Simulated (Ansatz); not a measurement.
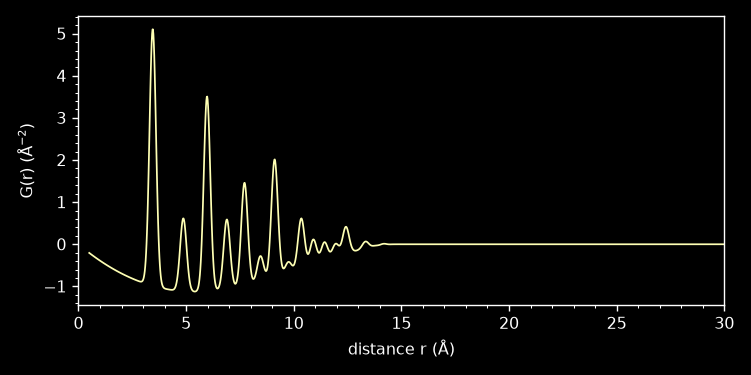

Computed X-ray G(r), with each pair weighted by the product of the atomic numbers (X-ray weights at Q = 0) and a uniform peak width σ = 0.15 Å, for spherical particles of Pb with the bulk structure: the bulk G(r) is multiplied by the envelope of a sphere of diameter D, 1 − 3r/2D + r³/2D³, with no surface relaxation. The number density is 0.0344 atoms per Å³. It is based on the input geometry of an electronic-structure calculation (not necessarily at equilibrium).

How large are the particles?

Answer. About 15 Å (1.5 nm): the signal vanishes at r = D, fading from view somewhat earlier.

Roughly how many atoms does one particle hold?

Answer. About 61 (number density 0.0344 Å⁻³ times πD³/6).
